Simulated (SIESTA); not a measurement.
Band structure of LaMnAlNi3 (P-6m2, 6 atoms in the cell).

```
CELL_PARAMETERS angstrom
      5.23543     0.00000     0.00000
     -2.61772     4.53402     0.00000
      0.00000     0.00000     3.92715
ATOMIC_POSITIONS crystal
  La 0.00000 0.00000 0.00000
  Mn 0.66667 0.33333 0.00000
  Al 0.33333 0.66667 0.00000
  Ni 0.50051 0.00102 0.50000
  Ni 0.50051 0.49949 0.50000
  Ni 0.99898 0.49949 0.50000
```
Moments meant for the start (each program seeds them in its own way; μB, in the order of the atoms La Mn Al Ni Ni Ni): 0.0 4.0 0.0 0.0 0.0 0.0.

Method: GGA PBEsol, numerical atomic orbitals DZP, PseudoDojo PBEsol standard norm-conserving potentials (rewritten from UPF to PSML) (SIESTA).

Settings: XC.functional = GGA; XC.authors = PBEsol; potentials = PseudoDojo PBEsol standard; PAO.BasisSize = DZP; PAO.EnergyShift = 0.01 Ry; MeshCutoff = 300 Ry; kgrid.MonkhorstPack = 5 5 5; OccupationFunction = FD; ElectronicTemperature = 1160.45 K; Spin = polarized; DM.InitSpin = [1 +0.00, 2 +4.00, 3 +0.00, 4 +0.00, 5 +0.00, 6 +0.00]; MaxSCFIterations = 150; SCF.Mixer.Method = Pulay; SCF.Mixer.Weight = 0.1.

The starting cell comes from a database of computed structures (which also holds hypothetical and non-ambient phases and stackings), without a prior relaxation at this level. With one magnetic atom in the cell only a parallel order is possible. Values carry the incompleteness of an atom-centred basis.

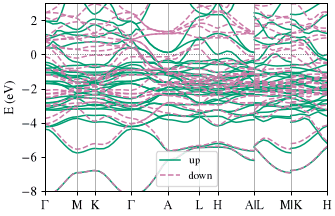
Figure: Bands along the path, energies from the Fermi level.

Levels in eV from the Fermi level, bands 40 to 45 of the first spin channel:
```
point     40     41     42     43     44     45
-----  -----  -----  -----  -----  -----  -----
Γ      -0.81  -0.59  -0.46   0.38   0.38   0.91
M      -1.04  -1.04  -0.64  -0.44   0.68   1.13
K      -1.15  -1.04  -0.76  -0.58   0.75   1.01
A      -1.04  -1.04  -0.85  -0.85  -0.46  -0.32
L      -1.17  -0.82  -0.79  -0.52  -0.40   0.87
H      -1.36  -1.05  -0.59  -0.35  -0.32   0.00
```

Bands cross the Fermi level along this path, so the cell is metallic at this level.

Higher empty bands are left out: an atom-centred basis made for the valence describes them poorly.

The net moment of the cell came out as 3.63 μB.
